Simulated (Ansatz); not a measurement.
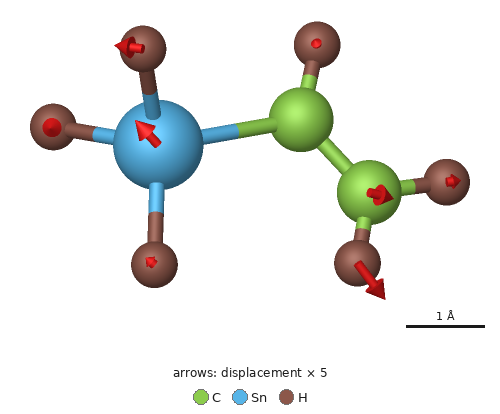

This is a relaxation of C₂H₆Sn (coarse preliminary run). The starting structure is drawn; red arrows show the displacements, magnified 5 times. The two geometries are superimposed by the best rigid fit.

A ball-and-stick model, seen from a free direction.

The start comes from a force field.

The calculation used Ansatz 0.2.0, RKS PBE-D4/def2-SVP.

Input file:
```yaml
crystal:
  periodic: [false, false, false]
  atoms:
    - {symbol: C, position_ang: [-0.793100, 0.839300, -1.109100]}
    - {symbol: C, position_ang: [0.124700, 0.832400, -0.211000]}
    - {symbol: Sn, position_ang: [0.486300, -0.956100, 0.841900]}
    - {symbol: H, position_ang: [-1.371700, 0.018600, -1.334400]}
    - {symbol: H, position_ang: [-1.033100, 1.797600, -1.679400]}
    - {symbol: H, position_ang: [0.728300, 1.731700, -0.007100]}
    - {symbol: H, position_ang: [2.191000, -1.468100, 0.550900]}
    - {symbol: H, position_ang: [-0.553100, -2.185800, 0.319200]}
    - {symbol: H, position_ang: [0.309200, -0.655900, 2.611900]}
basis:
  gaussian: {orbitals: def2-SVP}
hamiltonian: {xc: pbe, dispersion: d4}
relax: {f_tol: 0.03, max_steps: 200}
```

### Atoms of which element are displaced furthest, and by how much?

Hydrogen: up to 0.12 Å, against 0.09 Å for tin.

### Describe the change and its energy.

H4 moves most after the best rigid fit: 0.12 Å. By element the largest moves are H 0.12 Å, Sn 0.09 Å, C 0.08 Å. Some distances before and after: C1–H4 1.029 → 1.104 Å, Sn3–H7 1.804 → 1.730 Å, C1–C2 1.284 → 1.345 Å, C2–Sn3 2.107 → 2.153 Å. Bond angles that change, for instance: C1–C2–Sn3 118.5° → 122.8°, C2–Sn3–H8 110.9° → 107.5°, Sn3–C2–H6 120.4° → 118.1°. After 5 geometry steps the energy has fallen by 0.365 eV. The largest force component goes from 3.7 to 0.0056 eV/Å. The run took roughly 8 core-seconds on a shared host.
